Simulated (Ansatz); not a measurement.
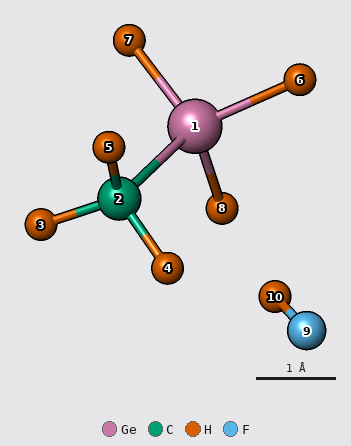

*The starting structure (ball-and-stick view, seen at a tilt; atoms are numbered from 1 in the order of the input). Sticks mark near contacts.*

Bond lengths as drawn: C–Ge 1.93 Å, C–H 1.11 Å, F–H 0.95 Å and Ge–H 1.54 to 1.57 Å.

**Nudged elastic band, with input and output: CH₇FGe**

System: CH₇FGe.
Method: RKS LDA/def2-SVP (Ansatz 0.2.0).

It belongs to a series of runs on one base structure; here: band between the two ends. Figures and captions count atoms from 1; the log counts them from 0 in places.

## The input
```yaml
crystal:
  periodic: [false, false, false]
  atoms:
    - { symbol: Ge, position_ang: [-0.05535, 0.189224, 0.265074] }
    - { symbol: C, position_ang: [-0.020346, 0.266968, 2.192497] }
    - { symbol: H, position_ang: [-1.047547, 0.216087, 2.605077] }
    - { symbol: H, position_ang: [0.560364, -0.616308, 2.527916] }
    - { symbol: H, position_ang: [0.465097, 1.198667, 2.543755] }
    - { symbol: H, position_ang: [1.338572, 0.389037, -0.358827] }
    - { symbol: H, position_ang: [-1.064097, 1.168957, -0.373182] }
    - { symbol: H, position_ang: [-0.54496, -1.24059, -0.154435] }
    - { symbol: F, position_ang: [1.177943, -2.36773, 1.235685] }
    - { symbol: H, position_ang: [0.436522, -2.124212, 0.693641] }
basis:
  gaussian: { orbitals: def2-SVP }
hamiltonian:
  xc: lda
neb:
  order_check: false
  images: 5
  f_tol: 0.03
  max_iterations: 60
  final_atoms:
    - { symbol: Ge, position_ang: [0.06813019, -0.47644792, -0.5952244] }
    - { symbol: C, position_ang: [0.16745176, -0.02986445, 2.79186634] }
    - { symbol: H, position_ang: [-0.90947415, 0.19551816, 2.9249904] }
    - { symbol: H, position_ang: [0.63590699, -0.18316883, 3.78342278] }
    - { symbol: H, position_ang: [0.6606413, 0.82660532, 2.28830792] }
    - { symbol: H, position_ang: [1.34010141, 0.37732502, -0.42545976] }
    - { symbol: H, position_ang: [-1.18369723, 0.18084136, 0.01881153] }
    - { symbol: H, position_ang: [-0.1564363, -0.90318981, -2.06168225] }
    - { symbol: F, position_ang: [0.34089516, -1.96172852, 0.27707769] }
    - { symbol: H, position_ang: [0.28267886, -0.94579033, 2.17509076] }
  initial_path:
    images:
      - { positions_ang: [[-0.05535, 0.189224, 0.265074], [-0.020346, 0.266968, 2.192497], [-1.047547, 0.216087, 2.605077], [0.560364, -0.616308, 2.527916], [0.465097, 1.198667, 2.543755], [1.338572, 0.389037, -0.358827], [-1.064097, 1.168957, -0.373182], [-0.54496, -1.24059, -0.154435], [1.177943, -2.36773, 1.235685], [0.436522, -2.124212, 0.693641]] }
      - { positions_ang: [[-0.04778529, 0.11539695, 0.17543712], [-0.00462762, 0.18826016, 2.22984318], [-1.01791927, 0.05043697, 2.63978599], [0.64464494, -0.63087395, 2.57658528], [0.39489702, 1.15369963, 2.57623518], [1.36406091, 0.25012888, -0.42515767], [-0.97362564, 1.18215187, -0.42703479], [-0.61616959, -1.26702932, -0.258457], [1.03302896, -2.15632174, 1.03959746], [0.46969358, -1.80574945, 1.05036626]] }
      - { positions_ang: [[-0.04022057, 0.0415699, 0.08580024], [0.01109075, 0.10955231, 2.26718936], [-0.98829153, -0.11521306, 2.67449499], [0.72892589, -0.6454399, 2.62525455], [0.32469703, 1.10873226, 2.60871536], [1.38954983, 0.11122076, -0.49148834], [-0.88315428, 1.19534674, -0.48088759], [-0.68737918, -1.29346863, -0.36247901], [0.88811491, -1.94491348, 0.84350992], [0.50286515, -1.48728689, 1.40709151]] }
      - { positions_ang: [[-0.03265586, -0.03225715, -0.00383664], [0.02680913, 0.03084447, 2.30453554], [-0.9586638, -0.28086309, 2.70920398], [0.81320683, -0.66000585, 2.67392383], [0.25449705, 1.06376489, 2.64119554], [1.41503874, -0.02768736, -0.55781901], [-0.79268292, 1.20854161, -0.53474038], [-0.75858877, -1.31990795, -0.46650101], [0.74320087, -1.73350523, 0.64742239], [0.53603673, -1.16882434, 1.76381677]] }
      - { positions_ang: [[0.00093949, -0.18032074, -0.20096589], [0.07369, 0.01060816, 2.46697914], [-0.94226725, -0.12206934, 2.78113279], [0.75410688, -0.50106018, 3.04375681], [0.38987847, 0.9847117, 2.52356633], [1.39005963, 0.10731677, -0.51369926], [-0.92302102, 0.86597486, -0.35022308], [-0.55787128, -1.1810019, -0.99822809], [0.60909897, -1.80957966, 0.52397415], [0.45158411, -1.09447967, 1.9009081]] }
      - { positions_ang: [[0.03453484, -0.32838433, -0.39809515], [0.12057088, -0.00962815, 2.62942274], [-0.9258707, 0.03672441, 2.8530616], [0.69500693, -0.3421145, 3.41358979], [0.52525988, 0.90565851, 2.40593713], [1.36508052, 0.24232089, -0.46957951], [-1.05335912, 0.52340811, -0.16570578], [-0.35715379, -1.04209586, -1.52995517], [0.47499707, -1.88565409, 0.40052592], [0.36713148, -1.020135, 2.03799943]] }
      - { positions_ang: [[0.06813019, -0.47644792, -0.5952244], [0.16745176, -0.02986445, 2.79186634], [-0.90947415, 0.19551816, 2.9249904], [0.63590699, -0.18316883, 3.78342278], [0.6606413, 0.82660532, 2.28830792], [1.34010141, 0.37732502, -0.42545976], [-1.18369723, 0.18084136, 0.01881153], [-0.1564363, -0.90318981, -2.06168225], [0.34089516, -1.96172852, 0.27707769], [0.28267886, -0.94579033, 2.17509076]] }
```

Launched with:
```bash
ansatz run input.yaml --threads 2 --pin off --max-ram 3072MiB --backend cpu --events-out ev --progress --plain --runs-dir out
```

## Output
```
Engine: ansatz 0.2.0, x86_64-unknown-linux-gnu
Functional definition: SPW92
  exchange = slater_x
  correlation = pw_c
1063 factors; their error is unknown
mean field evaluation 1: about -60252.4970 eV, gradient 6.3e1 eV
mean field evaluation 2: about -60238.5941 eV, gradient 9.5e1 eV
mean field evaluation 4: about -60260.7853 eV, gradient 3.8e0 eV
mean field evaluation 8: about -60260.8097 eV, gradient 2.4e-1 eV
mean field evaluation 16: about -60260.7563 eV, gradient 7.4e-5 eV
mean field -60260.75631835 eV, -2214.5419484916 hartree, gradient 1.6e-5 eV, S^2 0.000000; 0 other end points of the search recorded, 0 dependent functions left out
the calculation of the forces begins
reference -60260.75634905 eV, -2214.5419496199 hartree; 27, 27 occupied and 68, 68 virtual orbitals, 1063 factors
1063 factors; their error is unknown
mean field evaluation 32: about -60261.3149 eV, gradient 1.9e-4 eV
mean field -60261.31487286 eV, -2214.5624749912 hartree, gradient 3.9e-5 eV, S^2 0.000000; 0 other end points of the search recorded, 0 dependent functions left out
[... from here on the field's lines of each further geometry are left out, up to the last ...]
NEB iter   1: max|band force component| = 3.892e1 eV/Å  barrier→ = 4.7799 eV  barrier← = 5.3384 eV  Δτ_max = 0.2000 Å  (177 SCF iters)
NEB iter   2: max|band force component| = 2.029e0 eV/Å  barrier→ = 1.7500 eV  barrier← = 2.3086 eV  Δτ_max = 0.2000 Å  (166 SCF iters)
NEB iter   3: max|band force component| = 1.246e0 eV/Å  barrier→ = 1.3890 eV  barrier← = 1.9475 eV  Δτ_max = 0.2000 Å  (143 SCF iters)
NEB iter   4: max|band force component| = 1.096e0 eV/Å  barrier→ = 1.3225 eV  barrier← = 1.8811 eV  Δτ_max = 0.1997 Å  (133 SCF iters)
NEB iter   5: max|band force component| = 4.703e-1 eV/Å  barrier→ = 1.3465 eV  barrier← = 1.9050 eV  CI = image 3  Δτ_max = 0.1465 Å  (134 SCF iters)
NEB iter   6: max|band force component| = 4.627e-1 eV/Å  barrier→ = 1.3268 eV  barrier← = 1.8854 eV  CI = image 3  Δτ_max = 0.1106 Å  (140 SCF iters)
NEB iter   7: max|band force component| = 2.611e-1 eV/Å  barrier→ = 1.3245 eV  barrier← = 1.8831 eV  CI = image 3  Δτ_max = 0.0552 Å  (133 SCF iters)
NEB iter   8: max|band force component| = 2.224e-1 eV/Å  barrier→ = 1.3185 eV  barrier← = 1.8771 eV  CI = image 3  Δτ_max = 0.0231 Å  (136 SCF iters)
NEB iter   9: max|band force component| = 1.022e-1 eV/Å  barrier→ = 1.3151 eV  barrier← = 1.8737 eV  CI = image 3  Δτ_max = 0.0179 Å  (139 SCF iters)
NEB iter  10: max|band force component| = 6.314e-2 eV/Å  barrier→ = 1.3136 eV  barrier← = 1.8721 eV  CI = image 3  Δτ_max = 0.0113 Å  (132 SCF iters)
NEB iter  11: max|band force component| = 2.316e-2 eV/Å  barrier→ = 1.3131 eV  barrier← = 1.8716 eV  CI = image 3  Δτ_max = 0.0193 Å  (122 SCF iters)
NEB iter  12: max|band force component| = 4.119e-2 eV/Å  barrier→ = 1.3123 eV  barrier← = 1.8709 eV  CI = image 3  Δτ_max = 0.0096 Å  (30 SCF iters)
NEB iter  13: max|band force component| = 3.815e-2 eV/Å  barrier→ = 1.3120 eV  barrier← = 1.8706 eV  CI = image 3  Δτ_max = 0.0193 Å  (128 SCF iters)
NEB iter  14: max|band force component| = 5.343e-2 eV/Å  barrier→ = 1.3114 eV  barrier← = 1.8700 eV  CI = image 3  Δτ_max = 0.0193 Å  (131 SCF iters)
NEB iter  15: max|band force component| = 7.535e-2 eV/Å  barrier→ = 1.3109 eV  barrier← = 1.8695 eV  CI = image 3  Δτ_max = 0.0384 Å  (138 SCF iters)
NEB iter  16: max|band force component| = 8.555e-2 eV/Å  barrier→ = 1.3103 eV  barrier← = 1.8689 eV  CI = image 3  Δτ_max = 0.0768 Å  (137 SCF iters)
NEB iter  17: max|band force component| = 2.612e-2 eV/Å  barrier→ = 1.3101 eV  barrier← = 1.8686 eV  CI = image 3  Δτ_max = 0.0149 Å  (138 SCF iters)
NEB iter  18: max|band force component| = 3.238e-2 eV/Å  barrier→ = 1.3099 eV  barrier← = 1.8684 eV  CI = image 3  Δτ_max = 0.0495 Å  (30 SCF iters)
NEB iter  19: max|band force component| = 1.773e-2 eV/Å  barrier→ = 1.3097 eV  barrier← = 1.8683 eV  CI = image 3  Δτ_max = 0.0103 Å  (131 SCF iters)
the calculation of the forces begins
reference -60261.29331862 eV, -2214.5616828877 hartree; 27, 27 occupied and 68, 68 virtual orbitals, 1063 factors
1063 factors; their error is unknown
mean field -60259.44668804 eV, -2214.4938204654 hartree, gradient 1.3e-5 eV, S^2 0.000000; 1 other end points of the search recorded, 0 dependent functions left out
the calculation of the forces begins
reference -60259.44672004 eV, -2214.4938216413 hartree; 27, 27 occupied and 68, 68 virtual orbitals, 1063 factors
NEB iter  20: max|band force component| = 2.387e-2 eV/Å  barrier→ = 1.3096 eV  barrier← = 1.8682 eV  CI = image 3  Δτ_max = 0.0000 Å  (159 SCF iters)
```

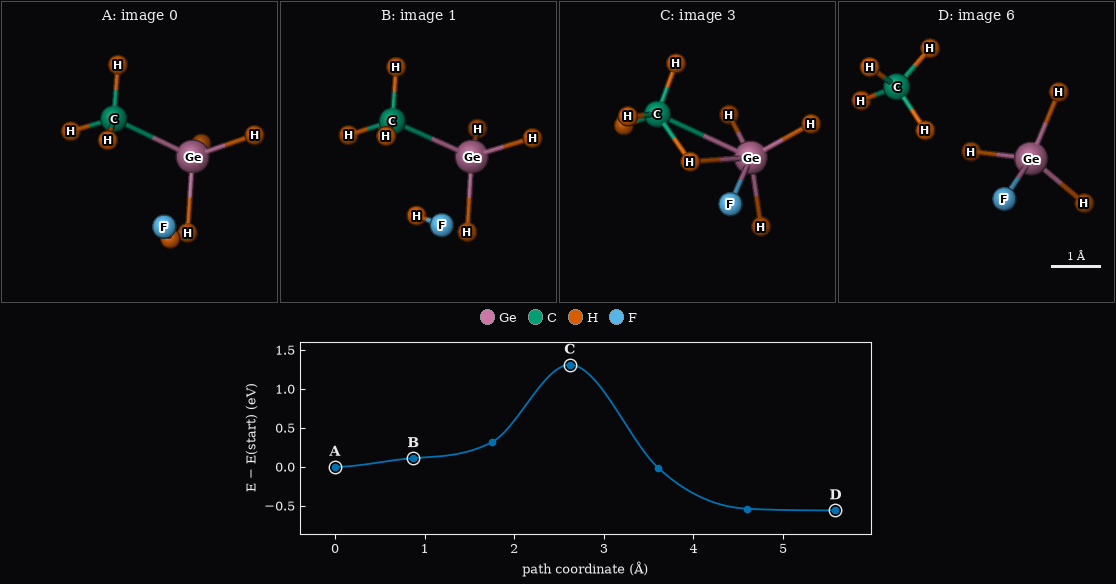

*Images of the last band (counted from 0; ball-and-stick, seen at a tilt) above the energy along the path; the line is a cubic interpolation that uses the forces.*

The highest image is number 3, 1.310 eV above the start and 1.868 eV above the end (the climbing image); the end lies 0.559 eV below the start. The path is 5.59 Å long. The band converged in 20 iterations.

```
Total energy: -60259.44672004 eV, -2214.4938216413 hartree
Atom 0 at     0.014296    -0.258038    -0.002467 Å, force    -0.004741     0.003140     0.000776 eV/Å
Atom 1 at     0.081657    -0.054075     2.267208 Å, force    -0.001174    -0.001008    -0.001176 eV/Å
Atom 2 at    -1.006405     0.031417     2.449833 Å, force    -0.000420    -0.000364     0.000584 eV/Å
Atom 3 at     0.529546    -0.565381     3.155255 Å, force    -0.001506    -0.000675     0.000199 eV/Å
Atom 4 at     0.548238     0.949276     2.216268 Å, force     0.000623    -0.000624    -0.000155 eV/Å
Atom 5 at     1.340031     0.225294    -0.617424 Å, force     0.001335    -0.000770    -0.001709 eV/Å
Atom 6 at    -0.899595     1.005282     0.146515 Å, force     0.001435     0.000784    -0.001795 eV/Å
Atom 7 at    -0.826586    -1.240451    -0.848415 Å, force    -0.000422     0.000763     0.002910 eV/Å
Atom 8 at     0.899016    -1.907594     0.775489 Å, force     0.006689    -0.006967    -0.004712 eV/Å
Atom 9 at     0.566000    -1.105630     1.634938 Å, force    -0.001819     0.005720     0.005078 eV/Å
Dipole moment:    -0.113401     0.291574     0.206131 e Å
this run last wrote the band of iteration 20 to [file]; this run last wrote the band within `neb.f_tol` of iteration 19 to [file]
```

## The last band as extended XYZ (Å, eV, eV/Å)
```
10
Properties=species:S:1:pos:R:3:forces:R:3 image=0 energy=-60260.75632
Ge   -0.0554    0.1892    0.2651    0.0021  -0.0063  -0.0053
C    -0.0203    0.2670    2.1925   -0.0058  -0.0064  -0.0078
H    -1.0475    0.2161    2.6051   -0.0153  -0.0008   0.0048
H     0.5604   -0.6163    2.5279    0.0094  -0.0053   0.0042
H     0.4651    1.1987    2.5438    0.0133   0.0128   0.0050
H     1.3386    0.3890   -0.3588   -0.0029  -0.0014   0.0019
H    -1.0641    1.1690   -0.3732   -0.0016   0.0015  -0.0010
H    -0.5450   -1.2406   -0.1544   -0.0035   0.0035  -0.0022
F     1.1779   -2.3677    1.2357    0.0017  -0.0037   0.0085
H     0.4365   -2.1242    0.6936    0.0027   0.0061  -0.0080
10
Properties=species:S:1:pos:R:3:forces:R:3 image=1 energy=-60260.64523
Ge   -0.0811    0.1658    0.1566   -0.0017   0.0218   0.0026
C    -0.0149    0.1487    2.1051    0.0013   0.0136  -0.0018
H    -1.0285    0.0144    2.5347    0.0044  -0.0084   0.0103
H     0.6736   -0.6253    2.5050    0.0201   0.0058  -0.0378
H     0.3784    1.1289    2.4444   -0.0127   0.0149   0.0166
H     1.3281    0.3287   -0.4396   -0.0001   0.0115   0.0062
H    -0.9821    1.3391   -0.2826   -0.0071   0.0112  -0.0275
H    -0.7044   -1.1473   -0.3750    0.0095   0.0020   0.0277
F     1.2423   -2.3522    1.1563    0.0185  -0.0205   0.0264
H     0.4348   -1.9206    1.3723   -0.0323  -0.0519  -0.0228
10
Properties=species:S:1:pos:R:3:forces:R:3 image=2 energy=-60260.44081
Ge   -0.0782   -0.0276    0.1190   -0.0781   0.1837   0.0986
C     0.0013    0.0431    2.1166   -0.0605   0.0730  -0.1222
H    -1.0475    0.0996    2.4701   -0.0327   0.0436   0.0175
H     0.5267   -0.6482    2.8235    0.0025  -0.0633  -0.2595
H     0.4855    1.0268    2.2870   -0.0572   0.0636   0.0590
H     1.3062    0.2157   -0.5139   -0.0374  -0.0004   0.0709
H    -0.9484    1.2341   -0.0661   -0.0460   0.1742  -0.1647
H    -0.8066   -1.1943   -0.5806    0.0127   0.0296   0.2189
F     1.0696   -2.1696    0.9591    0.1489  -0.1955   0.1464
H     0.7376   -1.4995    1.5626    0.1477  -0.3086  -0.0648
10
Properties=species:S:1:pos:R:3:forces:R:3 image=3 energy=-60259.44669
Ge    0.0143   -0.2580   -0.0025   -0.0047   0.0031   0.0008
C     0.0817   -0.0541    2.2672   -0.0012  -0.0010  -0.0012
H    -1.0064    0.0314    2.4498   -0.0004  -0.0004   0.0006
H     0.5295   -0.5654    3.1553   -0.0015  -0.0007   0.0002
H     0.5482    0.9493    2.2163    0.0006  -0.0006  -0.0002
H     1.3400    0.2253   -0.6174    0.0013  -0.0008  -0.0017
H    -0.8996    1.0053    0.1465    0.0014   0.0008  -0.0018
H    -0.8266   -1.2405   -0.8484   -0.0004   0.0008   0.0029
F     0.8990   -1.9076    0.7755    0.0067  -0.0070  -0.0047
H     0.5660   -1.1056    1.6349   -0.0018   0.0057   0.0051
10
Properties=species:S:1:pos:R:3:forces:R:3 image=4 energy=-60260.77238
Ge    0.0954   -0.4098   -0.3298    0.0648  -0.1806  -0.3872
C     0.1102   -0.0719    2.5509    0.0524   0.0085   0.3253
H    -0.9951    0.0014    2.5305    0.0411  -0.0182   0.1096
H     0.4656   -0.4106    3.5360   -0.0349   0.1874   0.4346
H     0.5520    0.9117    2.2941    0.0322  -0.0340   0.0818
H     1.3890    0.2666   -0.8024    0.0277   0.0202  -0.2563
H    -0.7981    0.6934    0.3068    0.1137  -0.3673   0.1791
H    -0.7949   -1.1935   -1.2928   -0.0119   0.0465  -0.4630
F     0.7575   -1.8281    0.5122   -0.1819   0.0886  -0.2962
H     0.4644   -0.8792    1.8717   -0.1031   0.2489   0.2723
10
Properties=species:S:1:pos:R:3:forces:R:3 image=5 energy=-60261.29328
Ge    0.1162   -0.4578   -0.6159    0.0015  -0.0064  -0.0314
C     0.1118   -0.0520    2.8048   -0.0079   0.0112   0.0146
H    -0.9897    0.0690    2.7766    0.0042   0.0099   0.0303
H     0.4338   -0.2633    3.8426    0.0050   0.0100   0.0274
H     0.5882    0.8870    2.4570    0.0055  -0.0009   0.0169
H     1.4213    0.2894   -0.9515    0.0019   0.0043  -0.0216
H    -0.8423    0.3916    0.2404   -0.0099  -0.0243  -0.0046
H    -0.5850   -1.0475   -1.8540    0.0119   0.0060  -0.0488
F     0.5875   -1.8438    0.3348   -0.0144  -0.0067  -0.0187
H     0.4045   -0.8926    2.1424    0.0022  -0.0032   0.0359
10
Properties=species:S:1:pos:R:3:forces:R:3 image=6 energy=-60261.31487
Ge    0.0681   -0.4764   -0.5952   -0.0043  -0.0140  -0.0091
C     0.1675   -0.0299    2.7919   -0.0165   0.0172  -0.0275
H    -0.9095    0.1955    2.9250    0.0123   0.0012   0.0014
H     0.6359   -0.1832    3.7834    0.0073  -0.0122  -0.0009
H     0.6606    0.8266    2.2883   -0.0061  -0.0023   0.0092
H     1.3401    0.3773   -0.4255    0.0003   0.0052   0.0033
H    -1.1837    0.1808    0.0188    0.0040  -0.0013  -0.0021
H    -0.1564   -0.9032   -2.0617    0.0025   0.0040   0.0100
F     0.3409   -1.9617    0.2771   -0.0035   0.0065  -0.0003
H     0.2827   -0.9458    2.1751    0.0039  -0.0042   0.0159
```

## Key numbers

- outcome: converged
- barrier, forward: 1.310 eV
- barrier, backward: 1.868 eV
- hardware: 2 threads of Intel Xeon (Sapphire Rapids), 32 GiB of memory available, shared host
- wall time: 71 s (CPU time 2.2 min)
- peak memory: 0.14 GiB

## Remarks

The order of the saddle point was not checked.
